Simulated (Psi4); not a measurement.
**A workflow on CH5B (BH2Me)**

Wanted: a structure relaxation (singlet CH5B, wB97X-D/3-21G), then a single-point energy (doublet CH5B+, U-wB97X-D/3-21G), then a geometry optimisation (doublet CH5B+, U-wB97X-D/3-21G), then a single-point energy (singlet CH5B, wB97X-D/3-21G) of CH5B. 

The results are computed with Psi4 1.11.

**1. The system as given**

CH5B has 7 atoms, charge 0, and is taken as a singlet. SMILES: `[H]B([H])C`. The coordinates come from a GFN2-xTB relaxation. The run starts from this shape.

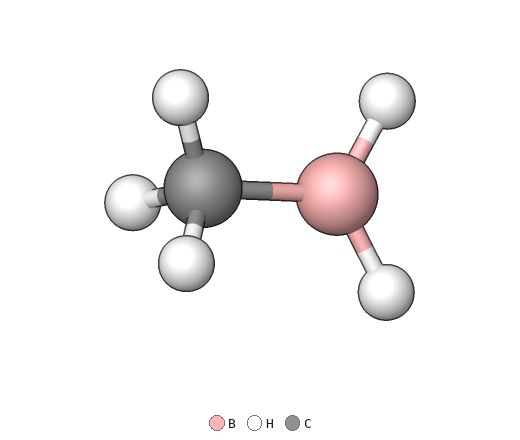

Viewed from a chosen angle; boron pink, hydrogen white, carbon grey.

**2. A geometry optimisation at wB97X-D/3-21G (density fitting) (run 1)**

Contents of job.inp:

```
memory 1.6 GB

molecule {
  0 1
  B      0.84062577     1.47606508     0.01182969
  H      3.05179431     1.47837054     0.01698864
  H     -0.24505968     3.39791654    -0.11601029
  C     -0.63714006    -1.08464610     0.07505992
  H     -0.76647292    -1.75627367    -1.87298315
  H     -2.56679610    -0.93779549     0.76628394
  H      0.32304868    -2.57363691     1.11881235
  units au
  symmetry c1
}

set basis 3-21G

optimize('wb97x-d')
```

Command:

```
$ psi4 -i job.inp -o job.out -n 1
```

job.out:

```text
[...]
  Running in c1 symmetry.
[...]
  Nuclear repulsion =   31.931012603101177
[...]
  Multiplicity = 1
[...]
  Nalpha       = 8
  Nbeta        = 8
[...]
    Number of basis functions: 28
[...]
   @DF-RKS iter   1:   -65.48063081340725   -6.54368e-01   1.38167e-02 DIIS/ADIIS
[...]
   @DF-RKS iter   7:   -65.55844875643949   -1.42109e-13   1.27778e-09 DIIS
[...]
    Orbital Energies [Eh]
    ---------------------
    Doubly Occupied:
       1A    -10.209199     2A     -6.822293     3A     -0.798177
       4A     -0.573460     5A     -0.500733     6A     -0.483699
       7A     -0.416889     8A     -0.400856
[...]
  @DF-RKS Final Energy:   -65.55844875643949
   => Energetics <=
    Nuclear Repulsion Energy =             31.6463238511864020
    One-Electron Energy =                -148.9395609673605634
    Two-Electron Energy =                  59.2629438302008040
    DFT Exchange-Correlation Energy =      -7.5268292364088945
    Empirical Dispersion Energy =          -0.0013262340572344
    VV10 Nonlocal Energy =                  0.0000000000000000
    Total Energy =                        -65.5584487564394891
[...]
 Multipole Moments:
 ------------------------------------------------------------------------------------
     Multipole            Electronic (a.u.)      Nuclear  (a.u.)        Total (a.u.)
 ------------------------------------------------------------------------------------
 L = 1.  Multiply by 2.5417464519 to convert [e a0] to [Debye]
 Dipole X            :          0.4787617           -0.6087524           -0.1299906
 Dipole Y            :          0.8514570           -1.0874704           -0.2360134
 Dipole Z            :          0.0988058           -0.1515197           -0.0527139
 Magnitude           :                                                    0.2745517
[...]
  -Total Gradient:
     Atom            X                  Y                   Z
    ------   -----------------  -----------------  -----------------
       1       -0.000020141785    -0.000020278791    -0.000043454144
       2       -0.000004845044    -0.000039753918    -0.000010142762
       3       -0.000024812779    -0.000030264873    -0.000006854646
       4        0.000037927689     0.000063175764     0.000092580663
       5        0.000002057830    -0.000014796966    -0.000037345972
       6       -0.000025495941    -0.000057400562     0.000015092834
       7       -0.000032593672    -0.000045169083     0.000017813060
[...]
```

Standard output:

```text
Optimizer: Optimization complete!
```

Wall time 20 s (1 thread of Intel Xeon 6975P-C (Granite Rapids), shared host); peak memory 0.36 GiB.

The path in brief:

| step | energy from the first frame kept (eV) | largest force (eV/Å) |
| --- | --- | --- |
| 0 | 0.0000 | 0.8072 |
| 1 | -0.0313 | 0.1499 |
| 2 | -0.0263 | 0.3747 |
| 3 | -0.0321 | 0.0200 |
| 4 | -0.0322 | 0.0059 |
| 5 | -0.0322 | 0.0050 |
| 6 | -0.0322 | 0.0062 |
| 7 | -0.0323 | 0.0117 |
| 8 | -0.0323 | 0.0061 |

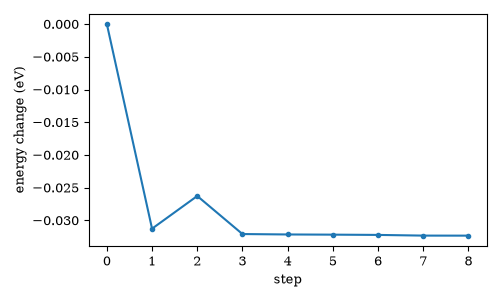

Energy along the run.

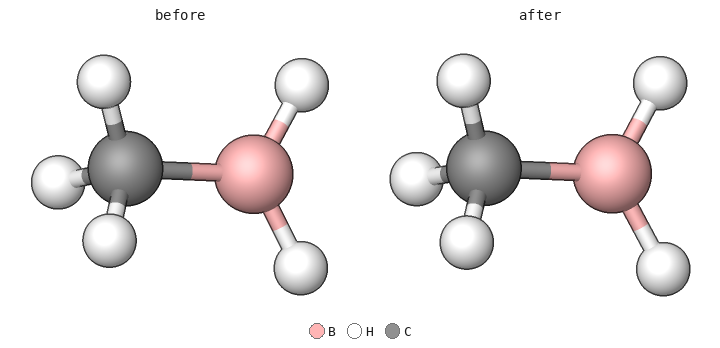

Before and after, at one scale.

After the run. Bond lengths: B1–C4 1.567 Å, B1–H2 1.201 Å, B1–H3 1.201 Å, C4–H5 1.107 Å, C4–H6 1.095 Å, C4–H7 1.095 Å. Angles: B1–C4–H5 106.1°, B1–C4–H6 114.0°, B1–C4–H7 113.9°, H2–B1–C4 120.9°, H3–B1–C4 120.9°, H5–C4–H6 106.2°, H5–C4–H7 106.1°, H6–C4–H7 109.9°, H2–B1–H3 118.1°.

**3. The doublet cation: a single-point energy at U-wB97X-D/3-21G (density fitting) (run 2)**

Contents of ch5b.in:

```
memory 1.6 GB

molecule molecule1 {
  1 2
  B
  H 1 1.201333
  H 1 1.201294 2 118.09027
  C 1 1.567348 3 120.94519 2 -177.10338
  H 4 1.107227 1 106.09935 3 88.82577
  H 4 1.09535 5 106.18488 1 121.58759
  H 4 1.095437 6 109.87775 5 -114.37342
  units angstrom
  symmetry c1
}

set reference uks

e, wfn = energy("wb97x-d/3-21G", return_wfn=True)
```

Command:

```
$ psi4 -n 1 ch5b.in ch5b.out
```

ch5b.out:

```text
[...]
  Running in c1 symmetry.
[...]
  Nuclear repulsion =   31.646322130802716
[...]
  Multiplicity = 2
[...]
  Nalpha       = 8
  Nbeta        = 7
[...]
    Number of basis functions: 28
[...]
   @DF-UKS iter   1:   -65.06644406670813   -2.69179e-01   1.17080e-02 DIIS/ADIIS
[...]
   @DF-UKS iter   9:   -65.12171451414186   -1.04572e-08   7.88508e-07 DIIS
[...]
   @S^2 Observed:                7.548545675E-01
[...]
    Orbital Energies [Eh]
    ---------------------
    Alpha Occupied:
       1A    -10.485880     2A     -7.154876     3A     -1.077791
       4A     -0.900270     5A     -0.807093     6A     -0.745995
       7A     -0.726608     8A     -0.710443
    Alpha Virtual:
       9A     -0.248057    10A     -0.012363    11A     -0.006670
      12A     -0.002196    13A      0.046268    14A      0.078244
      15A      0.096060    16A      0.233810    17A      0.282405
      18A      0.309824    19A      0.481801    20A      0.616063
      21A      0.688152    22A      0.759548    23A      0.862928
      24A      0.891743    25A      0.922154    26A      0.934827
[...]
  @DF-UKS Final Energy:   -65.12171451414186
   => Energetics <=
    Nuclear Repulsion Energy =             31.6463221308027158
    One-Electron Energy =                -144.2562570752097599
    Two-Electron Energy =                  54.8085539588983366
    DFT Exchange-Correlation Energy =      -7.3190072939851367
    Empirical Dispersion Energy =          -0.0013262346480198
    VV10 Nonlocal Energy =                  0.0000000000000000
    Total Energy =                        -65.1217145141418570
[...]
 Multipole Moments:
 ------------------------------------------------------------------------------------
     Multipole            Electronic (a.u.)      Nuclear  (a.u.)        Total (a.u.)
 ------------------------------------------------------------------------------------
 L = 1.  Multiply by 2.5417464519 to convert [e a0] to [Debye]
 Dipole X            :         -0.2459786            0.2353839           -0.0105947
 Dipole Y            :          1.5569802           -1.0588439            0.4981363
 Dipole Z            :          0.9304180           -0.6321232            0.2982947
 Magnitude           :                                                    0.5807166
[...]
```

It took 3.9 s on 1 thread of Intel Xeon 6975P-C (Granite Rapids), shared host; peak memory 0.32 GiB.

**4. The doublet cation: a geometry optimisation at U-wB97X-D/3-21G (density fitting) (run 3)**

Contents of calc.inp:

```
memory 1600 MB

molecule mol {
  1 2
  B
  H 1 1.201333
  H 1 1.201294 2 118.09027
  C 1 1.567348 3 120.94519 2 -177.10338
  H 4 1.107227 1 106.09935 3 88.82577
  H 4 1.09535 5 106.18488 1 121.58759
  H 4 1.095437 6 109.87775 5 -114.37342
  symmetry c1
}

set {
  reference uks
}

e, wfn = opt('wb97x-d/3-21G', return_wfn=True)
```

Command:

```
$ psi4 calc.inp calc.out -n 1
```

calc.out:

```text
[...]
  Running in c1 symmetry.
[...]
  Nuclear repulsion =   31.646322130802716
[...]
  Multiplicity = 2
[...]
  Nalpha       = 8
  Nbeta        = 7
[...]
    Number of basis functions: 28
[...]
   @DF-UKS iter   1:   -65.06644406670813   -2.69179e-01   1.17080e-02 ADIIS/DIIS
[...]
   @DF-UKS iter   8:   -65.14715507591461   -5.25802e-13   5.96574e-09 DIIS
[...]
   @S^2 Observed:                7.531516504E-01
[...]
  @DF-UKS Final Energy:   -65.14715507591461
   => Energetics <=
    Nuclear Repulsion Energy =             31.8333533521522369
    One-Electron Energy =                -144.7001336283523472
    Two-Electron Energy =                  55.0368010144903224
    DFT Exchange-Correlation Energy =      -7.3160621732823499
    Empirical Dispersion Energy =          -0.0011136409224820
    VV10 Nonlocal Energy =                  0.0000000000000000
    Total Energy =                        -65.1471550759146112
[...]
 Multipole Moments:
 ------------------------------------------------------------------------------------
     Multipole            Electronic (a.u.)      Nuclear  (a.u.)        Total (a.u.)
 ------------------------------------------------------------------------------------
 L = 1.  Multiply by 2.5417464519 to convert [e a0] to [Debye]
 Dipole X            :         -0.0537340            0.0556259            0.0018919
 Dipole Y            :          1.0455964           -0.4188365            0.6267599
 Dipole Z            :          1.2407840           -0.5049053            0.7358787
 Magnitude           :                                                    0.9666173
[...]
  -Total Gradient:
     Atom            X                  Y                   Z
    ------   -----------------  -----------------  -----------------
       1       -0.000003966218    -0.000018646678     0.000030957231
       2        0.000022981459     0.000043150117     0.000044091357
       3        0.000021741955     0.000060979524     0.000031181704
       4       -0.000020365535     0.000051663006     0.000029709969
       5       -0.000018230438     0.000014892865     0.000018565054
       6       -0.000016009161     0.000038287566     0.000042746653
       7       -0.000016174735     0.000032599784     0.000055712989
[...]
```

Standard output:

```text
Optimizer: Optimization complete!
```

It took 30 s on 1 thread of Intel Xeon 6975P-C (Granite Rapids), shared host; peak memory 0.36 GiB.

Steps, from the record of the run:

| step | energy from the first frame kept (eV) | largest force (eV/Å) |
| --- | --- | --- |
| 0 | 0.0000 | 5.3430 |
| 1 | -0.4240 | 1.6038 |
| 2 | -0.5944 | 0.8986 |
| 3 | -0.6714 | 0.7419 |
| 4 | -0.6895 | 0.3035 |
| 5 | -0.6921 | 0.0760 |
| 6 | -0.6922 | 0.0142 |
| 7 | -0.6923 | 0.0067 |
| 8 | -0.6923 | 0.0037 |

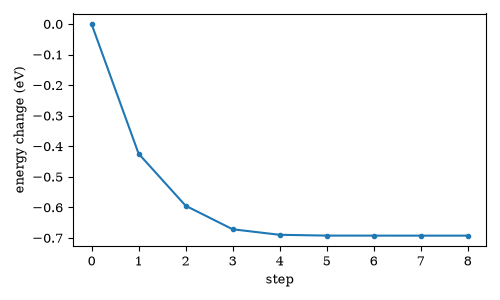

Energy along the run.

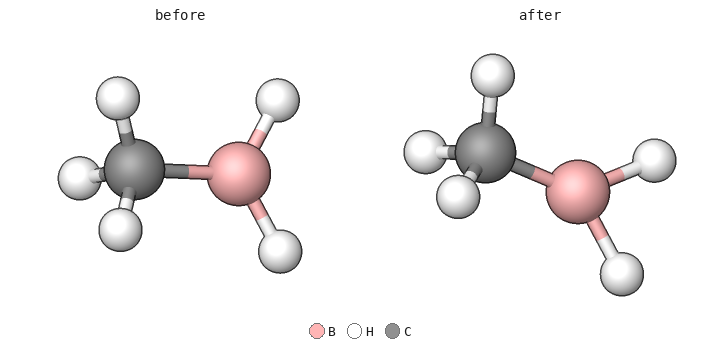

Before and after, at one scale.

After the run. Bond lengths: B1–C4 1.477 Å, B1–H2 1.276 Å, B1–H3 1.278 Å, C4–H5 1.109 Å, C4–H6 1.110 Å, C4–H7 1.110 Å. Angles: B1–C4–H5 110.7°, B1–C4–H6 113.2°, B1–C4–H7 113.1°, H2–B1–C4 139.7°, H3–B1–C4 139.2°, H5–C4–H6 106.7°, H5–C4–H7 106.8°, H6–C4–H7 106.0°, H2–B1–H3 81.1°.

**5. A single-point energy at wB97X-D/3-21G (density fitting) (run 4)**

Contents of ch5b.xyz:

```xyz
7
CH5B
B      0.603740     0.558355     0.001957
H      1.878704     0.580869     0.040232
H      0.783743     1.817860    -0.113213
C     -0.507928    -0.414018     0.036399
H     -0.752293    -0.764966    -0.986589
H     -1.443189     0.005667     0.462012
H     -0.277126    -1.317852     0.638125
```

Contents of run.py:

```python
import psi4

psi4.set_memory(1600000000)
psi4.set_num_threads(1)
psi4.set_output_file('psi4.out', False)

with open('ch5b.xyz') as f:
    atoms = ''.join(f.readlines()[2:])
molecule = psi4.geometry('0 1\n' + atoms + '')

psi4.set_options(dict(basis='3-21G'))

E = psi4.energy('wb97x-d')
print('E =', round(E, 9))
for k, v in sorted(psi4.core.scalar_variables().items()):
    print(f'{k:45s} {v:18.10f}')
```

Command:

```
$ python run.py
```

psi4.out:

```text
[...]
  Running in c1 symmetry.
[...]
  Nuclear repulsion =   31.833354975068339
[...]
  Multiplicity = 1
[...]
  Nalpha       = 8
  Nbeta        = 8
[...]
    Number of basis functions: 28
[...]
   @DF-RKS iter   1:   -65.44140244241353   -6.05520e-01   1.39148e-02 ADIIS/DIIS
[...]
   @DF-RKS iter   7:   -65.52047137683783   -2.10291e-08   6.48551e-07 DIIS
[...]
    Orbital Energies [Eh]
    ---------------------
    Doubly Occupied:
       1A    -10.221930     2A     -6.829179     3A     -0.814902
       4A     -0.575885     5A     -0.501066     6A     -0.498120
       7A     -0.463405     8A     -0.336358
[...]
  @DF-RKS Final Energy:   -65.52047137683783
   => Energetics <=
    Nuclear Repulsion Energy =             31.8333549750683389
    One-Electron Energy =                -149.1798102328523896
    Two-Electron Energy =                  59.3357130825074961
    DFT Exchange-Correlation Energy =      -7.5086155607173506
    Empirical Dispersion Energy =          -0.0011136408439382
    VV10 Nonlocal Energy =                  0.0000000000000000
    Total Energy =                        -65.5204713768378326
[...]
 Multipole Moments:
 ------------------------------------------------------------------------------------
     Multipole            Electronic (a.u.)      Nuclear  (a.u.)        Total (a.u.)
 ------------------------------------------------------------------------------------
 L = 1.  Multiply by 2.5417464519 to convert [e a0] to [Debye]
 Dipole X            :          0.1178413           -0.4966896           -0.3788483
 Dipole Y            :          0.0898264           -0.4310791           -0.3412526
 Dipole Z            :          0.0023201           -0.0302898           -0.0279696
 Magnitude           :                                                    0.5106483
[...]
```

On the terminal:

```text
E = -65.520471377
CURRENT ENERGY                                    -65.5204713768
CURRENT REFERENCE ENERGY                          -65.5204713768
DD SOLVATION ENERGY                                 0.0000000000
DFT FUNCTIONAL TOTAL ENERGY                       -65.5193577360
DFT TOTAL ENERGY                                  -65.5204713768
DFT VV10 ENERGY                                     0.0000000000
DFT XC ENERGY                                      -7.5086155607
DISPERSION CORRECTION ENERGY                       -0.0011136408
GRID ELECTRONS ALPHA                                7.9999973682
GRID ELECTRONS BETA                                 7.9999973682
GRID ELECTRONS TOTAL                               15.9999947363
NUCLEAR REPULSION ENERGY                           31.8333549751
ONE-ELECTRON ENERGY                              -149.1798102329
PCM POLARIZATION ENERGY                             0.0000000000
PE ENERGY                                           0.0000000000
SCF ITERATION ENERGY                              -65.5204713768
SCF ITERATIONS                                      7.0000000000
SCF TOTAL ENERGY                                  -65.5204713768
TWO-ELECTRON ENERGY                                59.3357130825
WB97X-D DISPERSION CORRECTION ENERGY               -0.0011136408
XC GRID RADIAL POINTS                              75.0000000000
XC GRID SPHERICAL POINTS                          302.0000000000
XC GRID TOTAL POINTS                           151709.0000000000
```

Wall time 4.2 s (1 thread of Intel Xeon 6975P-C (Granite Rapids), shared host); peak memory 0.32 GiB.

**6. What came out**

```
                                                               quantity         value
                          run 1, wB97X-D/3-21G: total energy at the end  -65.55845 Eh
                                    run 1, wB97X-D/3-21G: dipole moment        0.70 D
                                      run 1, wB97X-D/3-21G: HOMO energy     -10.91 eV
                                      run 1, wB97X-D/3-21G: LUMO energy       0.90 eV
                                    run 1, wB97X-D/3-21G: HOMO–LUMO gap      11.80 eV
                                run 1, wB97X-D/3-21G: dispersion energy  -3.48 kJ/mol
                                    doublet cation, run 2: total energy  -65.12171 Eh
              doublet cation, run 2: HOMO energy (highest over α and β)     -19.01 eV
               doublet cation, run 2: LUMO energy (lowest over α and β)     -12.83 eV
                               doublet cation, run 2: dispersion energy  -3.48 kJ/mol
                                            doublet cation, run 2: ⟨S²⟩         0.755
                         doublet cation, run 3: total energy at the end  -65.14716 Eh
              doublet cation, run 3: HOMO energy (highest over α and β)     -18.37 eV
               doublet cation, run 3: LUMO energy (lowest over α and β)     -11.11 eV
                               doublet cation, run 3: dispersion energy  -2.92 kJ/mol
                                            doublet cation, run 3: ⟨S²⟩         0.753
                                     run 4, wB97X-D/3-21G: total energy  -65.52047 Eh
                                    run 4, wB97X-D/3-21G: dipole moment        1.30 D
                                      run 4, wB97X-D/3-21G: HOMO energy      -9.15 eV
                                      run 4, wB97X-D/3-21G: LUMO energy       0.89 eV
                                    run 4, wB97X-D/3-21G: HOMO–LUMO gap      10.04 eV
                                run 4, wB97X-D/3-21G: dispersion energy  -2.92 kJ/mol
adiabatic ionisation energy (to the doublet cation, no zero-point term)     11.192 eV
```

**Reading.** The adiabatic ionisation energy (to the doublet cation, no zero-point term) is 11.19 eV (258 kcal/mol). The optimisation (run 1, wB97X-D/3-21G) took 9 steps and changed the energy by -0.032 eV. The optimisation (doublet cation, run 3) took 9 steps and changed the energy by -0.692 eV.
